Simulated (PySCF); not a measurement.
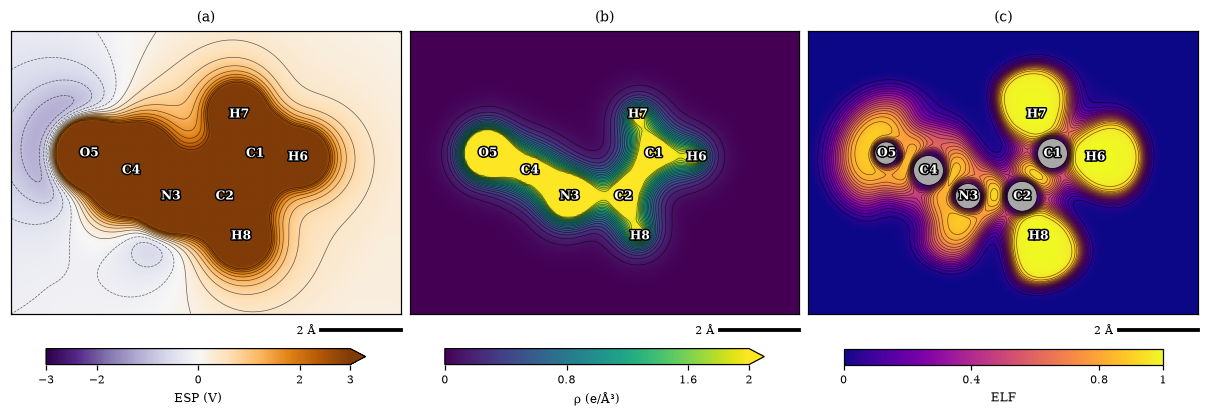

C₃H₃NO (SMILES C=CN=C=O). (a) molecular electrostatic potential; (b) total electron density; (c) electron localisation function on the molecular plane. Grey discs cover the atomic cores in the ELF map.

Geometry: GFN2-xTB.

Method: PBE0/pcSseg-1, SCF density, gas phase, non-relativistic (PySCF).

```yaml
atoms:
  - { symbol: C, position_ang: [-0.9784, -0.3705, 0.8149] }
  - { symbol: C, position_ang: [-0.6330, 0.3970, -0.2084] }
  - { symbol: N, position_ang: [0.6139, 0.4524, -0.7666] }
  - { symbol: C, position_ang: [1.7362, 0.0527, -0.7512] }
  - { symbol: O, position_ang: [2.8556, -0.2003, -0.9040] }
  - { symbol: H, position_ang: [-1.9824, -0.3557, 1.1963] }
  - { symbol: H, position_ang: [-0.2754, -1.0288, 1.2960] }
  - { symbol: H, position_ang: [-1.3273, 1.0626, -0.7016] }
```

Question: Read the bonding off the picture.

Answer: The section cuts through C, N, O and H sites.
C–O (1.16 Å): ρ is about 3.6 e/Å³ halfway; the ELF peaks at about 0.85 between the atoms; a multiple bond.
C–N (1.19 Å): ρ is about 3 e/Å³ halfway; the ELF peaks at about 0.85 between the atoms: a short, multiple covalent bond.
C–C (1.33 Å): ρ is about 2.3 e/Å³ halfway; the ELF peaks at about 0.90 between the atoms; a short, multiple covalent bond.
C–H (1.07 Å): ρ is about 2.1 e/Å³ halfway; the ELF climbs to about 1 towards the hydrogen, as it does in any bond to H (an ordinary covalent bond to hydrogen).
C–N (1.37 Å): ρ at the midpoint is about 2.2 e/Å³; the ELF peaks at about 0.90 between the atoms, as expected for a covalent bond.
The ELF also peaks beside N3 and O5, away from the bonds: lone-pair regions.
Outside the dense part of the molecule the potential is most negative (−1.1 V) near O5.
